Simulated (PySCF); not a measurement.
```xyz
15

Cl   -1.2018    0.0887   -2.2052
C    -1.2522    0.4542   -0.4528
C    -0.9895   -0.8147    0.3420
C     0.4154   -1.3728    0.1058
Si    1.7272   -0.0052    0.3522
Ge    0.2398    1.7469   -0.1096
H    -2.2619    0.8175   -0.2613
H    -1.1121   -0.5620    1.4015
H    -1.7353   -1.5768    0.0952
H     0.5788   -2.2289    0.7606
H     0.4719   -1.7449   -0.9186
H     2.2118    0.0288    1.7353
H     2.8448   -0.1410   -0.5808
H     0.2975    2.6680   -1.2968
H    -0.2387    2.6503    1.0105
```

Geometry: GFN2-xTB.

These are results of wB97X-D/def2-SVPD, SCF density, gas phase in PySCF 2.14.0, not measurements.

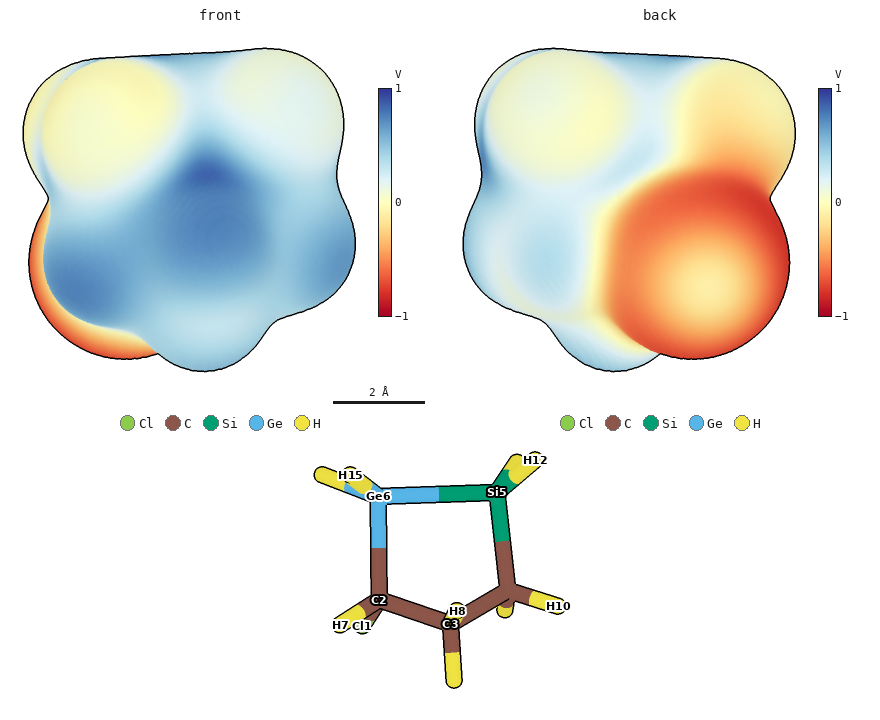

C₃H₉ClGeSi (SMILES Cl[C@H]1CC[SiH2][GeH2]1). The molecular electrostatic potential painted on the density surface at 0.001 e/bohr³, seen from the front and from behind; the colour scale runs from red (negative) to blue (positive). The bare structure is drawn below in the same view.

Q: Which sites attract a positive test charge, and which a negative one?

A: A positive charge is drawn to the negative regions and a negative charge to the positive ones. The most negative region (about −0.8 V) lies over Cl1, the most positive (about +0.8 V) over Si5, Ge6 and H8.

Q: What dipole moment does the calculation give?

A: Its dipole moment is 2.03 D.
